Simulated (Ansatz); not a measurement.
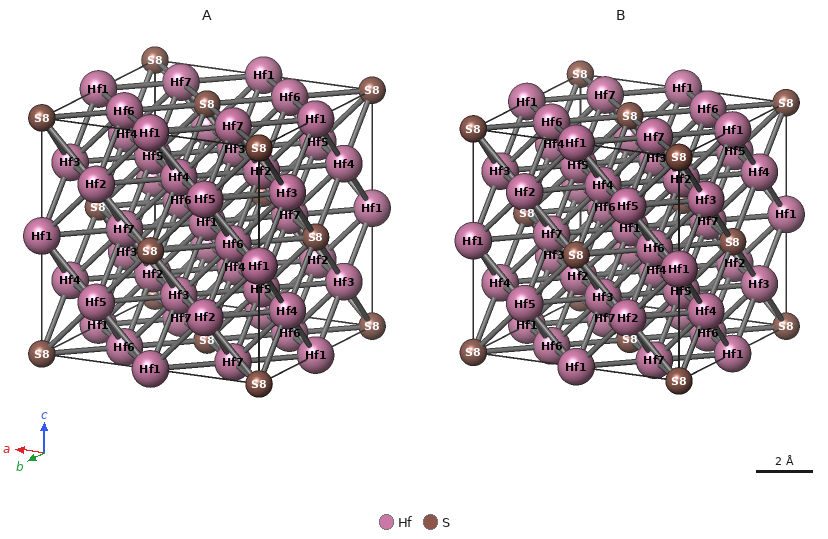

Two geometries of a crystal of Hf7S (a generated structure, set up in Fm-3m) (coarse preliminary run), drawn at one scale. One is the start of a relaxation, the other its converged end. The picture is a ball-and-stick view of the conventional cell (4 times the calculation's cell), seen from a free direction. Lengths and directions refer to the drawn axes.

Method: DFT PBE, scalar-relativistic, plane waves, PAW in Ansatz 0.2.0. (plane-wave cutoff 420 eV; k-point mesh 4 × 4 × 4; occupations gaussian; smearing width 0.1 eV; no spin polarisation; cell and atoms relaxed; force threshold 0.04 eV/Å; at most 70 steps)

> Which of the two is the end point?

Structure A is the relaxed one. The atoms keep their places relative to the cell (all moves are under 0.005 Å). The volume changes by +17.7 %, with a = b = c 8.317 → 8.782 Å (+5.6 %). Near-neighbour distances that change, for instance: Hf2–S8 2.941 → 3.105 Å, Hf1–Hf2 2.941 → 3.105 Å. The space group stays Fm-3m (No. 225). The energy falls by 1.548 eV per cell of the calculation in 3 accepted moves (5 points after the start). All forces vanish by symmetry, so only the cell relaxes. Pressure: 22.11 GPa at the start and 0.01 GPa at the end. At 2 points the geometry stayed and the basis and grid were re-selected for the new cell (energy shift of 7.6 meV per cell of the calculation at most each time). The run took 80 s on 1 thread of Arm Neoverse V1 (shared host), peak memory 0.51 GiB.
